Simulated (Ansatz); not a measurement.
# Simulated XPS, UPS and emission spectra of FeNi3

Wanted: projected DOS of FeNi3, weighted into photoemission and X-ray emission spectra, at several levels of theory.

Program: Ansatz 0.2.0. Level of theory: DFT, PBE, plane-wave PAW, default files, scalar-relativistic, in the first sound run; inputs show where later runs differ. Results are calculated unless marked as measured.

## 1. The starting structure

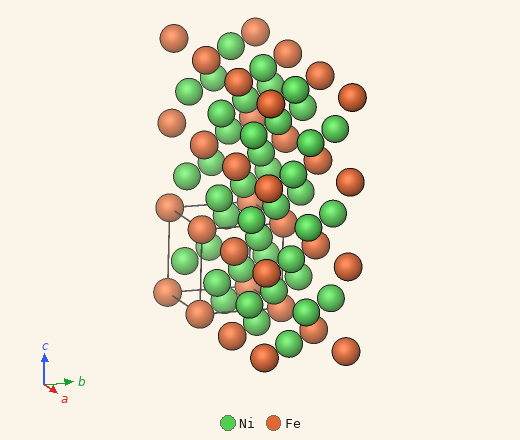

Start, viewed slightly off an axis; nickel green, iron orange. 3×1×3 cells are drawn. Some periodic images of atoms are drawn too.

As a file:

```cif
data_structure
_symmetry_space_group_name_H-M 'Pm-3m'
_symmetry_Int_Tables_number 221
_cell_length_a 3.5450
_cell_length_b 3.5450
_cell_length_c 3.5450
_cell_angle_alpha 90.000
_cell_angle_beta 90.000
_cell_angle_gamma 90.000
_cell_volume 44.55
loop_
_atom_site_label
_atom_site_type_symbol
_atom_site_symmetry_multiplicity
_atom_site_Wyckoff_symbol
_atom_site_fract_x
_atom_site_fract_y
_atom_site_fract_z
_atom_site_occupancy
Ni1 Ni 3 c 0.50000 0.50000 0.00000 1
Fe1 Fe 1 a 0.00000 0.00000 0.00000 1
```

## 2. The base run

First the ground state, then the DOS by atom and shell, which the cross sections turn into spectra. The DOS is taken on a denser mesh than the density.

input.yaml reads:

```yaml
crystal:
  lattice:
    - [3.545, 0.0, 0.0]
    - [0.0, 3.545, 0.0]
    - [0.0, 0.0, 3.545]
  atoms:
    - { symbol: Ni, position: [0.5, 0.5, 0.0], spin: 1.0 }
    - { symbol: Ni, position: [0.5, 0.0, 0.5], spin: 1.0 }
    - { symbol: Ni, position: [0.0, 0.5, 0.5], spin: 1.0 }
    - { symbol: Fe, position: [0.0, 0.0, 0.0], spin: 3.0 }
magnetization:
  spin_polarized: true
kpoints:
  mp_grid: { grid: [10, 10, 10] }
  band_path:
    path:
      - [[0.0, 0.0, 0.0], [0.0, 0.5, 0.0], [0.5, 0.5, 0.0], [0.0, 0.0, 0.0], [0.5, 0.5, 0.5], [0.0, 0.5, 0.0]]
      - [[0.5, 0.5, 0.5], [0.5, 0.5, 0.0]]
    npoints: 15
scf:
  occupations: { method: fermi_dirac, width: 0.05 }
  n_extra_bands: 12
hamiltonian:
  xc: pbe
  pseudopotentials: { kind: paw }
output:
  forces: true
  stress: true
  dos:
    projected: true
    de: 0.05
    e_range: [-28, 12]
    nscf_kmesh: { grid: [18, 18, 18] }
  fatbands: true
  write_density: true
  write_potential: true
  elf: true
  volumetric_format: npy
```

The run is started by

```bash
$ ansatz run input.yaml --threads 2 --pin off --max-ram 6144MiB --backend cpu --events-out ev --progress --plain --runs-dir out
```

Numbers of over 12 decimals in the logs are rounded to 6 here.

The program printed:

```text
scf.n_extra_bands = 12 over 35 filled bands (N_el = 70.0): the run solves 47 bands
Engine: ansatz 0.2.0, aarch64-unknown-linux-gnu
Pseudopotentials: kind: paw
Pseudopotential: Ni, paw, valence charge 18, recommended cutoff 420 eV (normal), Ni.paw.azcp
Pseudopotential: Fe, paw, valence charge 16, recommended cutoff 420 eV (normal), Fe.paw.azcp
Functional definition: PBE
  parameter kappa = 0.804
  parameter beta = 0.066725
  exchange = pbe_x(kappa = kappa, mu = beta*pi^2/3)
  correlation = pbe_c(beta = beta)
Crystal: 4 atoms, lattice volume = 44.550 Å³
Basis set: ecut = 420 eV, 895 PW (Γ), exchange–correlation on 48×48×48 points (8 copies of the dense FFT grid, shifted against one another)
Bands: 47, of which v1, the nominal top of the filled ones, is band 35 counted from 1 (34 counted from 0)
Symmetry: 48 space group operations
Space group: Pm-3m (ITA 221), of the structure as read, at distance tolerance 3.5e-5 Å
Magnetic group: BNS 221.92 (UNI 1594), of the structure as read, at distance tolerance 3.5e-5 Å
k-points: 56 of 1000
Non-local potential: Ni, projectors of the file, l = 0: 3, l = 1: 2, l = 2: 3, l = 3: 1
Non-local potential: Fe, projectors of the file, l = 0: 3, l = 1: 2, l = 2: 3, l = 3: 1
PAW form: soft (Blöchl's): semilocal exchange-correlation on the pseudo side does not see the compensation charge
PAW one-centre angular grid: Ni, 590 points (default); XC on 64 Gauss nodes
PAW one-centre angular grid: Fe, 590 points (default); XC on 64 Gauss nodes
Initial density: superposition of atomic densities (chi_scale 0.1, normalization cell)
Starting moments: Σ|m| = 6 μB on 4 of 4 sites
Initial wavefunctions: pseudopotential atomic-orbital guess
Functional: x = pbe(κ = 0.804, μ = 0.219515), c = pbe(β = 0.066725)
SCF iter   1: F=—  HF=-21997.768594 eV  |F-HF|=—  |Δ(HF+E_count)|=         —  Δρ=6.87e-2 (↑3.41e-2 ↓6.87e-2)  dr2=2.86e0  dr2_m=1.67e-1  M=5.504 μB ∫|m|=5.770 μB  β_m=0.30  ethr=3.10e-3  ⟨swp⟩=5.4  Hψ=17316  notcnv=0  defer=26
Mixer restart at iter 1: flushing history
preconditioner: auto → Kerker (q_TF=auto, 2.942 Å⁻¹)  [metal: Δε(μ)=0.004 eV  Ē_g=9.637 eV  σ=0.050 eV  W_gap=0.02  n_scr=18 (ndim 8)  ℏωp=34.3 eV  f_vac=0.000  D(μ)=2.39/eV (n_scr^D=26)]
spin=Collinear: Kerker preconditioning applied to the charge; magnetization (m = ρ↑ − ρ↓) channel mixes plain (no charge-response kernel on spin).
SCF iter   2: F=—  HF=-21997.119746 eV  |F-HF|=—  |Δ(HF+E_count)|=   6.49e-1  Δρ=3.73e-2 (↑1.30e-2 ↓3.73e-2)  dr2=4.55e-1  dr2_m=1.73e-1  M=5.330 μB ∫|m|=5.653 μB  β_m=0.33  ethr=3.10e-3  ⟨swp⟩=2.4  Hψ=8548  notcnv=0  defer=351
SCF iter   3: F=—  HF=-21998.209994 eV  |F-HF|=—  |Δ(HF+E_count)|=    1.09e0  Δρ=2.78e-2 (↑1.38e-2 ↓2.78e-2)  dr2=2.03e-1  dr2_m=1.27e-1  M=5.201 μB ∫|m|=5.576 μB  β_m=0.59  ethr=6.50e-4  ⟨swp⟩=2.7  Hψ=7486  notcnv=0  defer=357
SCF iter   4: F=—  HF=-21999.743922 eV  |F-HF|=—  |Δ(HF+E_count)|=    1.53e0  Δρ=3.56e-2 (↑1.07e-2 ↓3.56e-2)  dr2=6.17e-1  dr2_m=8.14e-2  M=4.901 μB ∫|m|=5.356 μB  β_m=0.70  ethr=2.90e-4  ⟨swp⟩=2.6  Hψ=9187  notcnv=0  defer=361
SCF iter   5: F=—  HF=-22000.032522 eV  |F-HF|=—  |Δ(HF+E_count)|=   2.89e-1  Δρ=1.19e-2 (↑1.02e-2 ↓1.19e-2)  dr2=1.30e-1  dr2_m=3.12e-3  M=4.812 μB ∫|m|=5.301 μB  β_m=0.65  ethr=2.90e-4  ⟨swp⟩=3.0  Hψ=9469  notcnv=0  defer=372
SCF iter   6: F=—  HF=-22000.007501 eV  |F-HF|=—  |Δ(HF+E_count)|=   2.50e-2  Δρ=2.87e-3 (↑2.04e-3 ↓2.87e-3)  dr2=7.81e-3  dr2_m=4.77e-4  M=4.823 μB ∫|m|=5.306 μB  β_m=0.83  ethr=1.86e-4  ⟨swp⟩=2.5  Hψ=8476  notcnv=0  defer=378
SCF iter   7: F=—  HF=-22000.019729 eV  |F-HF|=—  |Δ(HF+E_count)|=   1.22e-2  Δρ=1.75e-3 (↑4.55e-4 ↓1.75e-3)  dr2=1.40e-3  dr2_m=3.58e-4  M=4.809 μB ∫|m|=5.301 μB  β_m=0.78  ethr=1.12e-5  ⟨swp⟩=2.0  Hψ=8535  notcnv=0  defer=381
SCF iter   8: F=—  HF=-22000.019391 eV  |F-HF|=—  |Δ(HF+E_count)|=   3.38e-4  Δρ=1.17e-3 (↑5.57e-4 ↓1.17e-3)  dr2=7.71e-4  dr2_m=5.72e-5  M=4.810 μB ∫|m|=5.303 μB  β_m=0.89  ethr=2.00e-6  ⟨swp⟩=2.2  Hψ=7592  notcnv=0  defer=378
SCF iter   9: F=—  HF=-22000.019859 eV  |F-HF|=—  |Δ(HF+E_count)|=   4.68e-4  Δρ=3.13e-4 (↑7.20e-5 ↓3.13e-4)  dr2=3.62e-5  dr2_m=9.30e-6  M=4.804 μB ∫|m|=5.299 μB  β_m=0.95  ethr=1.10e-6  ⟨swp⟩=2.0  Hψ=7257  notcnv=0  defer=381
SCF iter  10: F=—  HF=-22000.019864 eV  |F-HF|=—  |Δ(HF+E_count)|=   4.66e-6  Δρ=8.79e-5 (↑6.80e-5 ↓8.79e-5)  dr2=5.44e-6  dr2_m=1.41e-7  M=4.805 μB ∫|m|=5.299 μB  β_m=0.97  ethr=5.17e-8  ⟨swp⟩=2.2  Hψ=7335  notcnv=0  defer=381
SCF iter  11: F=—  HF=-22000.019863 eV  |F-HF|=—  |Δ(HF+E_count)|=   2.56e-7  Δρ=2.67e-5 (↑8.08e-6 ↓2.67e-5)  dr2=6.14e-7  dr2_m=4.66e-8  M=4.805 μB ∫|m|=5.299 μB  β_m=0.98  ethr=7.77e-9  ⟨swp⟩=2.1  Hψ=7343  notcnv=0  defer=381
SCF iter  12: F=—  HF=-22000.019863 eV  |F-HF|=—  |Δ(HF+E_count)|=   6.01e-9  Δρ=2.29e-5 (↑6.59e-6 ↓2.29e-5)  dr2=2.43e-7  dr2_m=3.37e-8  M=4.805 μB ∫|m|=5.299 μB  β_m=0.92  ethr=8.78e-10  ⟨swp⟩=2.0  Hψ=7193  notcnv=0  defer=381
SCF iter  13: F=—  HF=-22000.019863 eV  |F-HF|=—  |Δ(HF+E_count)|=   7.75e-9  Δρ=5.12e-6 (↑8.94e-7 ↓5.12e-6)  dr2=9.29e-9  dr2_m=3.12e-9  M=4.805 μB ∫|m|=5.299 μB  β_m=0.96  ethr=3.48e-10  ⟨swp⟩=2.1  Hψ=6361  notcnv=0  defer=381
SCF iter  14: F=-22000.019863 eV  HF=-22000.019863 eV  |F-HF|=6.82e-9  |Δ(HF+E_count)|=  9.64e-10  Δρ=3.18e-6 (↑9.56e-7 ↓3.18e-6)  dr2=7.42e-9  dr2_m=5.12e-10  M=4.805 μB ∫|m|=5.299 μB  ethr=1.33e-11  ⟨swp⟩=10.5  Hψ=31775  notcnv=0
SCF 1 converged in 14 iterations: F = -22000.019863 eV  dr2 = 7.42e-9
  greatest PAW one-centre occupation: 1.002 electrons in one spin orbital (limit 2), on the Fe atom at site 3 (counted from 0), in its partial waves of l = 1
NSCF: frozen V_eff on 92 k-points
NSCF: frozen V_eff on 220 k-points
SCF converged after 14 iterations
Magnetization: 4.8047 μB (37.4024 up, 32.5976 down)
Absolute magnetization: 5.3021 μB (∫|ρ↑−ρ↓|, with the PAW one-centre terms)
Spin contamination: 0.1045 ħ² per cell (⟨S²⟩ above its minimum at these occupations)
Per-site moments (μB) at R_I (Å): [(0.682530, 1.034011), (0.682530, 1.034011), (0.682530, 1.034011), (2.910734, 1.034011)]
Free energy (F): -22000.019863 eV
Harris-Foulkes:  -22000.019863 eV  (|F-HF|=6.82e-9)
Internal energy: -21999.994272 eV  (E = F + TS)
E sigma→0 (E₀):  -22000.007068 eV
Entropy (-TS):   -0.025591 eV (-6.398 meV/atom)
Fermi energy:    18.272338 eV
--- Per-component energies (eV) ---
  E_band       = -1082.301645
  E_kinetic    = 1194.101284
  E_local      = -12495.234356  (includes V_loc(G=0)·N_el)
  E_nonlocal   = 2126.141270
  E_hartree    = 5223.132842
  E_xc         = -371.879436
  E_vxc        = -479.288972  (∫ρ·V_xc dr)
  E_paw        = -6255.611650  (= ΣΔE_a)
  E_vpaw       = -1874.292739  (= ΣTr[D̂ρ^β])
  E_aug_tail   = 0.001719  (compensation charges beyond the density's cutoff)
  E_ewald      = -11420.645946
  E_smearing   = -0.025591  (= −TS)
  E_closure    = -0.000000  (closes the sum)
  Σ components = -22000.019863   (vs F -22000.019863, Δ=0.00e0)
--- Forces (eV/Å), atoms counted from 1 ---
  atom   1  Ni     0.00000000     0.00000000     0.00000000
  atom   2  Ni     0.00000000    -0.00000000     0.00000000
  atom   3  Ni     0.00000000     0.00000000     0.00000000
  atom   4  Fe    -0.00000000     0.00000000     0.00000000
  max |Σ_I F_I| component: 3.05e-28 eV/Å
--- Stress (GPa, compression-positive) ---
       -0.215098       0.000000       0.000000
       -0.000000      -0.215098       0.000000
        0.000000       0.000000      -0.215098
  P = ⅓ Tr σ = -0.2151 GPa (-2.151 kbar)
--- Band table (eV; the first three rows and the last of 112) ---
  k-point 0 ↑: bands = [... 31 lower, 17.5542, 17.5542, 17.5542, 17.6247, 17.6247, 17.6247, 20.4179, 20.4179, ... 8 higher]
  k-point 1 ↑: bands = [... 31 lower, 17.3837, 17.4180, 17.5303, 17.5303, 17.5542, 17.6248, 19.7621, 20.8210, ... 8 higher]
  k-point 2 ↑: bands = [... 31 lower, 17.2423, 17.3416, 17.3416, 17.3680, 17.5543, 17.6251, 18.4265, 21.7528, ... 8 higher]
  k-point 55 ↓: bands = [... 31 lower, 17.7057, 18.3402, 18.3402, 18.3402, 19.0742, 19.0742, 19.0742, 19.4181, ... 8 higher]
```

Wall time 37 s (2 threads of Arm Neoverse V1, shared host); peak memory 0.64 GiB; 73 s of CPU time.

Numbers from this step:

| Quantity | Value |
| --- | --- |
| free energy | -22000.0199 eV |
| energy at zero smearing | -22000.0071 eV |
| smearing term TS | 0.02559 eV |
| Fermi energy | 18.27 eV |
| magnetization | 4.805 μB |
| absolute magnetization | 5.302 μB |
| site moments | 0.6825, 0.6825, 0.6825, 2.911 μB |
| symmetry operations | 48 |
| pressure | -0.2151 GPa |
| zero of energy | Fermi level |
| share of occupied states in no projected shell | 0.0239 of the occupied states in the window |
| DOS at the Fermi level | 3.400 states/eV/cell |

The electronic bands at the labelled points (eV, zero at the Fermi level; # counts the bands kept):

| point | up #21 | up #22 | up #23 | up #24 | down #13 | down #14 | down #17 | down #18 |
| --- | --- | --- | --- | --- | --- | --- | --- | --- |
| Γ | -0.65 | 2.15 | 2.15 | 2.15 | 0.00 | 0.29 | 1.02 | 1.02 |
| X | -0.71 | -0.64 | 7.41 | 7.41 | -0.96 | -0.96 | -0.12 | -0.12 |
| M | 0.70 | 0.70 | 0.75 | 0.77 | -1.23 | -1.23 | -0.67 | 0.18 |
| Γ | -0.65 | 2.15 | 2.15 | 2.15 | 0.00 | 0.29 | 1.02 | 1.02 |
| R | -0.60 | -0.60 | -0.60 | -0.48 | -0.60 | -0.56 | 0.07 | 0.07 |
| X | -0.71 | -0.64 | 7.41 | 7.41 | -0.96 | -0.96 | -0.12 | -0.12 |
| jump to R | -0.60 | -0.60 | -0.60 | -0.48 | -0.60 | -0.56 | 0.07 | 0.07 |
| M | 0.70 | 0.70 | 0.75 | 0.77 | -1.23 | -1.23 | -0.67 | 0.18 |

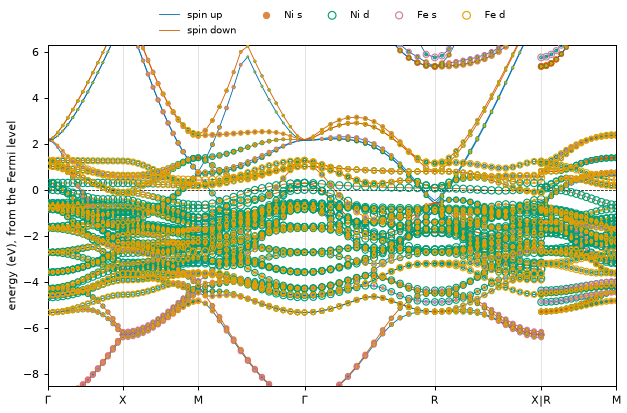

Electronic bands along the path; the two colours are the two spins; dots are coloured as in the legend, and their area grows with the weight.

The DOS has structure finer than the step of the table below, so its rows give means over 1 eV, whole bins alone (the curve runs from -10.6 to 12.0 eV). Peaks (eV: height): total -2.6: 10.9, -1.5: 13.0, -0.9: 14.9, 0.8: 6.94; Ni 3d -2.6: 8.45, -1.5: 10.9, -0.9: 12.6, 0.8: 2.96; Fe 3d -4.0: 2.42, -2.5: 1.93, -0.9: 1.93, 0.4: 3.39; Ni 4s -5.1: 0.766, -4.4: 0.661, 1.3: 0.387, 6.5: 0.512; Fe 4s -4.1: 0.251, -0.7: 0.100, 2.5: 0.139, 6.9: 0.155.

* holds the states left over by the projection beside any projected weight of its own, shared among the starred shells. Table of DOS by E, zero at the Fermi level; means over each step; values in states/eV/cell:

| E (eV) | total | Ni 3d | Fe 3d | Ni 4s | Fe 4s | Ni 4p* | Fe 4p* |
| --- | --- | --- | --- | --- | --- | --- | --- |
| -10 | 0 | 0 | 0 | 0 | 0 | 0 | 0 |
| -9 | 0.0960 | 9.5e-5 | 5.1e-5 | 0.0688 | 0.0267 | 2.1e-4 | 1.1e-4 |
| -8 | 0.316 | 0.00277 | 0.00152 | 0.225 | 0.0834 | 0.00180 | 9.3e-4 |
| -7 | 0.502 | 0.0186 | 0.0105 | 0.345 | 0.121 | 0.00463 | 0.00225 |
| -6 | 0.807 | 0.0956 | 0.0583 | 0.493 | 0.146 | 0.00967 | 0.00441 |
| -5 | 2.53 | 0.894 | 0.734 | 0.676 | 0.191 | 0.0274 | 0.0102 |
| -4 | 5.41 | 2.99 | 1.70 | 0.416 | 0.186 | 0.0864 | 0.0293 |
| -3 | 8.07 | 6.00 | 1.55 | 0.196 | 0.0639 | 0.196 | 0.0665 |
| -2 | 9.19 | 7.30 | 1.33 | 0.198 | 0.0494 | 0.227 | 0.0768 |
| -1 | 9.78 | 8.20 | 1.19 | 0.136 | 0.0766 | 0.130 | 0.0434 |
| 0 | 3.65 | 2.20 | 1.10 | 0.181 | 0.0580 | 0.0884 | 0.0295 |
| 1 | 3.65 | 1.36 | 1.69 | 0.317 | 0.0783 | 0.148 | 0.0495 |
| 2 | 1.06 | 0.229 | 0.195 | 0.254 | 0.0833 | 0.226 | 0.0755 |
| 3 | 1.13 | 0.177 | 0.167 | 0.241 | 0.109 | 0.328 | 0.109 |
| 4 | 0.848 | 0.0971 | 0.0670 | 0.162 | 0.0613 | 0.346 | 0.115 |
| 5 | 0.618 | 0.0515 | 0.0310 | 0.0971 | 0.0308 | 0.305 | 0.102 |
| 6 | 0.824 | 0.0611 | 0.0292 | 0.313 | 0.0775 | 0.257 | 0.0858 |
| 7 | 1.24 | 0.0748 | 0.0404 | 0.394 | 0.133 | 0.444 | 0.148 |
| 8 | 1.02 | 0.0426 | 0.0200 | 0.163 | 0.0640 | 0.548 | 0.183 |
| 9 | 1.01 | 0.0311 | 0.0129 | 0.139 | 0.0421 | 0.590 | 0.197 |
| 10 | 1.38 | 0.0342 | 0.0146 | 0.303 | 0.0801 | 0.710 | 0.237 |
| 11 | 1.47 | 0.0259 | 0.0107 | 0.206 | 0.0591 | 0.877 | 0.292 |

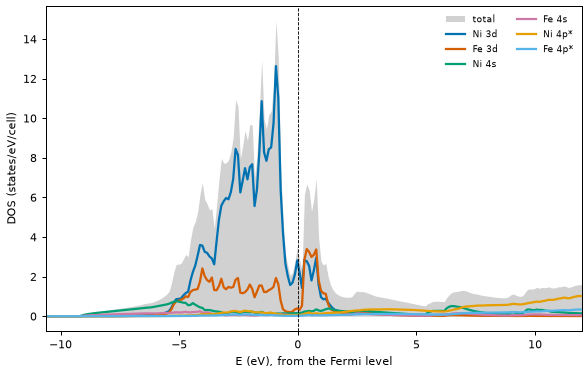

DOS against E.

This run's widths, added to any smearing of the DOS itself: Gaussian 0.45 eV, Lorentzian 0.1 eV plus 0.05 an eV of depth. Intensity against binding energy, zero at the Fermi level; values in % of the maximum within 13 eV:

| binding energy (eV) | 21.2 eV | 150 eV | 1486.7 eV | 8047.8 eV |
| --- | --- | --- | --- | --- |
| 0 | 15.5 | 15.5 | 15.9 | 21.7 |
| 2 | 83.1 | 81.3 | 81.4 | 88.3 |
| 4 | 51.2 | 43.6 | 43.4 | 77.1 |
| 6 | 3.98 | 3.30 | 5.71 | 47.7 |
| 8 | 0.739 | 0.617 | 1.83 | 21.9 |
| 10 | 0.266 | 0.238 | 0.322 | 1.81 |

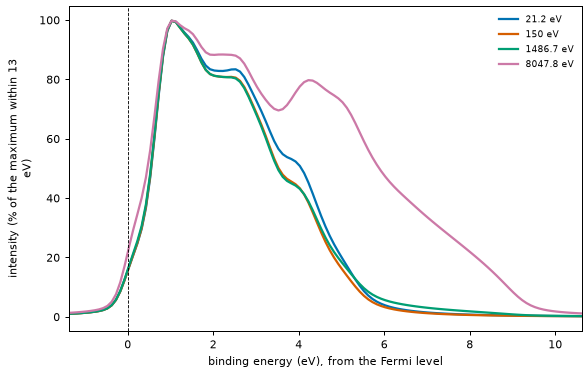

Intensity, plotted against binding energy.

Maxima picked by a test of local sharpness, so broad peaks and shoulders can be missing; peaks within 0.45 eV of a curve's cut are left out. Valence peaks, by row:

| photon energy (eV) | binding energy (eV) | height (% of the maximum within 13 eV) | main shell | its share (%) |
| --- | --- | --- | --- | --- |
| 21.2 | 2.5 | 83.45 | Ni 3d | 74.21 |
| 21.2 | 1.05 | 100 | Ni 3d | 79.97 |
| 150 | 1.05 | 100 | Ni 3d | 88.92 |
| 1487 | 1.05 | 100 | Ni 3d | 90.74 |
| 8048 | 4.25 | 79.8 | Ni 4s | 47.46 |
| 8048 | 1.05 | 100 | Ni 3d | 77.23 |

Shapes are the site's partial DOS without matrix elements, which overweights lines from ligand s bands. Intensity against emission energy less the core level's binding energy, zero at the Fermi level; read off at these points; values in % of the unpolarised maximum:

| emission energy less the core level's binding energy (eV) | Ni L-alpha | Fe L-alpha |
| --- | --- | --- |
| -10.50 | 0.551 | 0.726 |
| -10.00 | 0.633 | 0.849 |
| -9.50 | 0.737 | 1.01 |
| -9.00 | 0.872 | 1.23 |
| -8.50 | 1.05 | 1.54 |
| -8.00 | 1.31 | 2.01 |
| -7.50 | 1.70 | 2.77 |
| -7.00 | 2.29 | 4.05 |
| -6.50 | 3.29 | 6.40 |
| -6.00 | 5.15 | 11.4 |
| -5.50 | 9.06 | 24.5 |
| -5.00 | 16.2 | 47.9 |
| -4.50 | 27.5 | 73.7 |
| -4.00 | 39.8 | 97.0 |
| -3.72 | 46.0 | 99.9 |
| -3.50 | 52.4 | 98.0 |
| -3.00 | 70.9 | 94.9 |
| -2.50 | 84.2 | 91.8 |
| -2.00 | 89.8 | 85.6 |
| -1.50 | 97.9 | 83.9 |
| -1.23 | 99.9 | 82.3 |
| -1.00 | 95.5 | 76.6 |
| -0.50 | 57.2 | 39.9 |
| 0.00 | 24.8 | 17.1 |
| 0.50 | 9.69 | 6.52 |
| 1.00 | 5.06 | 3.59 |

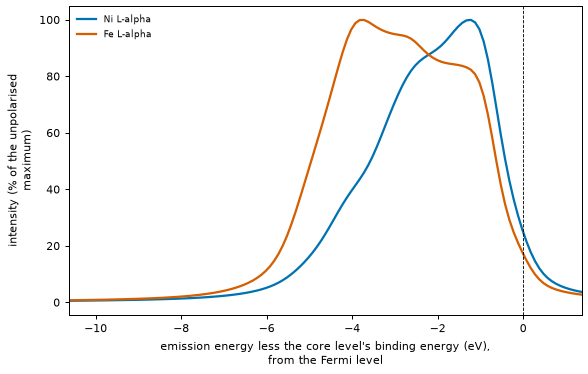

Intensity against emission energy less the core level's binding energy.

Shapes are the site's partial DOS without matrix elements, which overweights lines from ligand s bands. Emission peaks, by row:

| line | energy (eV) | height (%) |
| --- | --- | --- |
| Ni L-alpha | -1.25 | 100 |
| Fe L-alpha | -3.75 | 100 |

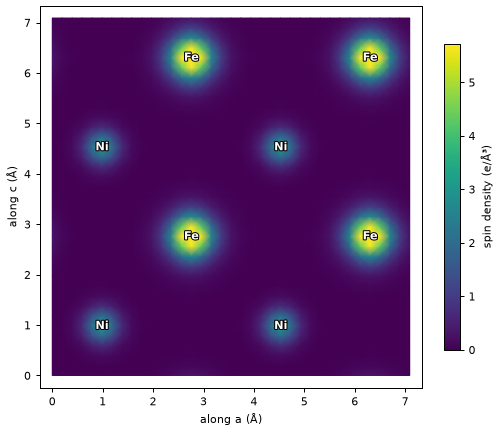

Spin density in the ac plane at fractional y = 0.000, with atoms of Ni and Fe within 0.2 Å of it. The map starts off the cell's origin, so that atoms lie inside it.

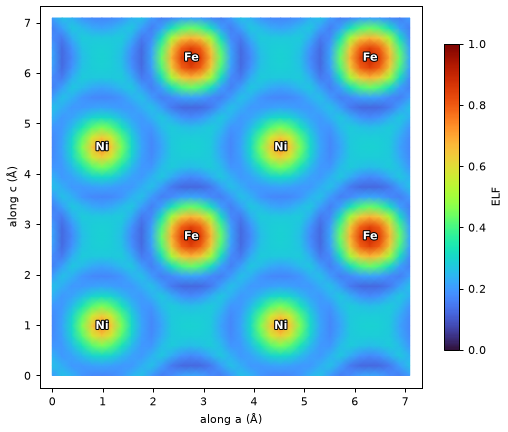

ELF in the ac plane at fractional y = 0.000, with atoms of Ni and Fe within 0.2 Å of it. It is the smooth field of the valence electrons, not physical close to the nuclei. The map starts off the cell's origin, so that atoms lie inside it.

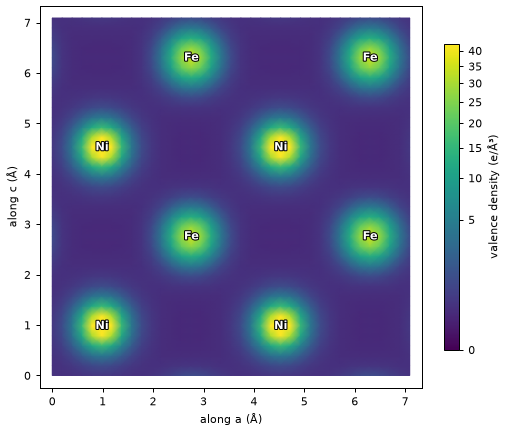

Valence density in the ac plane at fractional y = 0.000, with atoms of Ni and Fe within 0.2 Å of it. It is the smooth field of the valence electrons, not physical close to the nuclei. The map starts off the cell's origin, so that atoms lie inside it. The colour scale is stretched toward low values.

The spectra weight each projected shell by its atomic cross section (Dirac–Hartree–Slater) and angular factor, for unpolarised light with the analyser at 45° from the beam. Broadening, on top of any smearing of the DOS itself: a Gaussian of 0.45 eV and a Lorentzian of 0.1 eV plus 0.05 times the binding energy (full widths), Fermi edge at 300 K. Curves are cut 10 eV under the photon energy, above any shell that the free atom's threshold puts out of reach, or at the lower edge of the window: 10.7 eV at 21.2 eV, 10.7 eV at 150 eV, 10.7 eV at 1486.7 eV and 10.7 eV at 8047.8 eV. A star in tables and legends marks shells that hold the states left over by the projection (2.4 % of the filled ones), a stand-in for orbitals that the files don't project on. Dipole terms alone, which is rough above 3 keV; no background, satellites or final-state effects.

(Continued in part 2 of 4.)

[Logs are printed without paths, hosts, clocks, repeated set-up lines and the standing remarks that a program may print on its own settings, such as how far it seeks lower states.]

[Hosts, paths, dates, database ids (printed as entryN), source tags and the programs' standing remarks are cut or masked in the printed files.]

[Maps of the electrostatic potential energy from Ansatz leave out the sawtooth potential of an applied field or a dipole correction, so their vacuum need not be flat; work functions include it.]

[Peak lists hold at most the 14 tallest peaks of each spectrum; further lines can be left out.]
